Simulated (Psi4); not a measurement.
# SiNH5 (Si(NH2)H3) at HSE06/aug-cc-pVDZ

What is the vertical electron affinity of SiNH5 (Si(NH2)H3) at HSE06/aug-cc-pVDZ? 

Program for the calculation: Psi4 1.11.

1 further run of the same task is left out (set aside as unsound or not needed).

**1. The molecule**

The species is SiNH5 (7 atoms), meant as a singlet with charge 0. SMILES: `[H][Si]([H])([H])N`. Geometry: relaxed at GFN2-xTB.

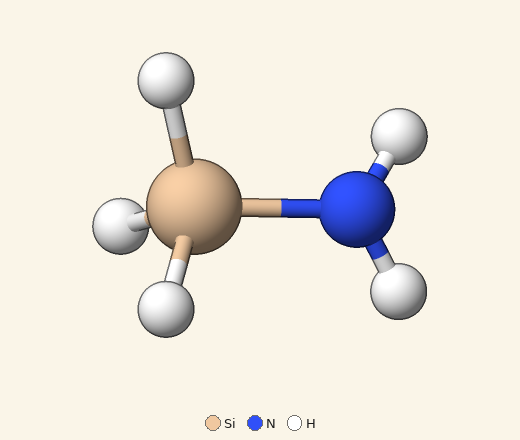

The structure, seen from a chosen angle (silicon light orange, nitrogen blue, hydrogen white).

**2. Energy and forces at HSE06/aug-cc-pVDZ**

The input, h5nsi.inp:

```
memory 1.6 GB

molecule {
  Si
  N 1 1.72303
  H 2 1.007213 1 118.6172
  H 2 1.006985 3 109.50945 1 140.4847
  H 1 1.460383 2 104.96781 4 173.74648
  H 1 1.461042 5 113.25 2 114.08283
  H 1 1.472431 5 109.18425 6 121.82007
  symmetry c1
}

set {
  reference            rks
  puream               true
  e_convergence        1e-09
  d_convergence        1e-08
  scf_type             pk
  dft_radial_points    99
  dft_spherical_points 590
}

energy_value, wavefunction = gradient('hse06/aug-cc-pVDZ', return_wfn=True)
oeprop(wavefunction, 'QUADRUPOLE', 'WIBERG_LOWDIN_INDICES', 'MULLIKEN_CHARGES', title='HSE06')
```

Started as:

```sh
psi4 -n 1 h5nsi.inp h5nsi.out
```

h5nsi.out:

```text
[...]
  Running in c1 symmetry.
[...]
  Nuclear repulsion =   65.167410229587844
[...]
  Multiplicity = 1
[...]
  Nalpha       = 13
  Nbeta        = 13
[...]
    Number of basis functions: 95
[...]
   @RKS iter   1:  -346.79120893401733   -1.63041e-01   8.54927e-03 DIIS/ADIIS
[...]
   @RKS iter  10:  -347.09181676053493   -3.86535e-12   8.01152e-09 DIIS
[...]
    Orbital Energies [Eh]
    ---------------------
    Doubly Occupied:
       1A    -66.258277     2A    -14.359324     3A     -5.320487
       4A     -3.655002     5A     -3.653791     6A     -3.653447
       7A     -0.858974     8A     -0.543913     9A     -0.488441
      10A     -0.397019    11A     -0.348197    12A     -0.339292
      13A     -0.256116
[...]
  @RKS Final Energy:  -347.09181676053493
   => Energetics <=
    Nuclear Repulsion Energy =             65.1674102295878441
    One-Electron Energy =                -607.9548923689027333
    Two-Electron Energy =                 218.4582753118334324
    DFT Exchange-Correlation Energy =     -22.7626099330535290
    Empirical Dispersion Energy =           0.0000000000000000
    VV10 Nonlocal Energy =                  0.0000000000000000
    Total Energy =                       -347.0918167605349822
[...]
  -Total Gradient:
     Atom            X                  Y                   Z
    ------   -----------------  -----------------  -----------------
       1        0.001403908873     0.000268432891    -0.000808578569
       2       -0.001093815132    -0.000167272719    -0.014918707656
       3       -0.000049894133     0.003948758894    -0.002367586271
       4        0.002593342889    -0.003209013284    -0.002711525626
       5       -0.009629141988     0.007412164916     0.006920693033
       6       -0.002755833449    -0.011571870872     0.007119019080
       7        0.009523609639     0.003315535260     0.006775340100
[...]
 Multipole Moments:
 ------------------------------------------------------------------------------------
     Multipole            Electronic (a.u.)      Nuclear  (a.u.)        Total (a.u.)
 ------------------------------------------------------------------------------------
 L = 1.  Multiply by 2.5417464519 to convert [e a0] to [Debye]
 Dipole X            :          0.1288837           -0.4373944           -0.3085107
 Dipole Y            :          0.0541682           -0.1760520           -0.1218838
 Dipole Z            :          0.1679303            0.1103601            0.2782904
 Magnitude           :                                                    0.4329897
 L = 2.  Multiply by 1.3450342976 to convert [e a0^2] to [Debye ang]
 Quadrupole XX       :        -28.6064300           11.2686983          -17.3377317
 Quadrupole XY       :          0.8349882           -1.6239654           -0.7889773
[...]
  Mulliken Charges: (a.u.)
   Center  Symbol    Alpha    Beta     Spin     Total
       1    SI     7.11738  7.11738  0.00000 -0.23475
       2     N     3.63665  3.63665  0.00000 -0.27330
       3     H     0.52275  0.52275  0.00000 -0.04550
       4     H     0.52306  0.52306  0.00000 -0.04612
       5     H     0.39284  0.39284  0.00000  0.21431
       6     H     0.39394  0.39394  0.00000  0.21212
       7     H     0.41338  0.41338  0.00000  0.17324
   Total alpha = 13.00000, Total beta = 13.00000, Total charge =  0.00000
  Wiberg Bond Indices using Orthogonal Lowdin Orbitals:
[...]
```

Wall time 37 s (1 thread of Intel Xeon 6975P-C (Granite Rapids), shared host); peak memory 0.9 GiB.

**3. The doublet anion**

The input, h5nsi.in:

```
memory 1.6 GB

molecule {
  -1 2
  Si
  N 1 1.72303
  H 2 1.007213 1 118.6172
  H 2 1.006985 3 109.50945 1 140.4847
  H 1 1.460383 2 104.96781 4 173.74648
  H 1 1.461042 5 113.25 2 114.08283
  H 1 1.472431 5 109.18425 6 121.82007
  symmetry c1
}

set globals {
  basis aug-cc-pVDZ
  reference uks
  puream true
  e_convergence 1e-09
  d_convergence 1e-08
  scf_type pk
  dft_radial_points 99
  dft_spherical_points 590
  maxiter 200
}

E = gradient('hse06')
```

Started as:

```sh
psi4 -n 1 h5nsi.in h5nsi.out
```

h5nsi.out (excerpt; [...] marks lines left out):

```text
[...]
  Running in c1 symmetry.
[...]
  Nuclear repulsion =   65.167410229587844
[...]
  Multiplicity = 2
[...]
  Nalpha       = 14
  Nbeta        = 13
[...]
    Number of basis functions: 95
[...]
   @UKS iter   1:  -346.56228220771578    6.58859e-02   9.81761e-03 DIIS/ADIIS
[...]
   @UKS iter  16:  -347.07342294016229   -6.87805e-12   4.77706e-09 DIIS
[...]
   @S^2 Observed:                7.501228021E-01
[...]
  @UKS Final Energy:  -347.07342294016229
   => Energetics <=
    Nuclear Repulsion Energy =             65.1674102295878441
    One-Electron Energy =                -611.4766858065488577
    Two-Electron Energy =                 222.0734850228361665
    DFT Exchange-Correlation Energy =     -22.8376323860374306
    Empirical Dispersion Energy =           0.0000000000000000
    VV10 Nonlocal Energy =                  0.0000000000000000
    Total Energy =                       -347.0734229401622883
[...]
 Multipole Moments:
 ------------------------------------------------------------------------------------
     Multipole            Electronic (a.u.)      Nuclear  (a.u.)        Total (a.u.)
 ------------------------------------------------------------------------------------
 L = 1.  Multiply by 2.5417464519 to convert [e a0] to [Debye]
 Dipole X            :          1.3741204           -0.4373944            0.9367260
 Dipole Y            :          0.5276540           -0.1760520            0.3516021
 Dipole Z            :         -2.1435428            0.1103601           -2.0331827
 Magnitude           :                                                    2.2660343
[...]
  -Total Gradient:
     Atom            X                  Y                   Z
    ------   -----------------  -----------------  -----------------
       1        0.004679673716     0.001444417428    -0.009033629311
       2       -0.005809791565    -0.002049745917    -0.008651328075
       3        0.000606110552     0.007249389851    -0.003979018861
       4        0.005265269880    -0.005110925247    -0.004266246141
       5       -0.010979406742     0.008201917820     0.008315329014
       6       -0.003293455243    -0.013022850418     0.008551142811
       7        0.009524545265     0.003284734164     0.009075252601
[...]
```

Wall time 61 s (1 thread of Intel Xeon 6975P-C (Granite Rapids), shared host); peak memory 0.9 GiB.

**4. Results**

At HSE06/aug-cc-pVDZ:

| quantity | value |
| --- | --- |
| singlet SiNH5: total energy | -347.09182 Eh |
| singlet SiNH5: dipole moment | 1.10 D |
| singlet SiNH5: HOMO energy | -6.97 eV |
| singlet SiNH5: LUMO energy | -0.61 eV |
| singlet SiNH5: HOMO–LUMO gap | 6.36 eV |
| singlet SiNH5: largest force on an atom | 0.769 eV/Å |
| doublet anion: total energy | -347.07342 Eh |
| doublet anion: HOMO energy (highest over α and β) | 1.70 eV |
| doublet anion: LUMO energy (lowest over α and β) | 2.23 eV |
| doublet anion: ⟨S²⟩ | 0.750 |
| doublet anion: largest force on an atom | 0.824 eV/Å |
| vertical electron affinity (to the doublet anion) | -0.501 eV |

The anion lies 0.50 eV (11.5 kcal/mol) above the neutral: the electron isn't bound at this level, and such a value depends on the basis. The largest force (singlet SiNH5) is 0.77 eV/Å: the shape isn't a stationary point for this species at this level. Mulliken charges (singlet SiNH5) run from -0.27 on N2 to +0.21 on H5; in a basis this large or diffuse they mean little. The HOMO (doublet anion) lies at positive energy, 1.70 eV; only total energies tell whether the electron is bound.
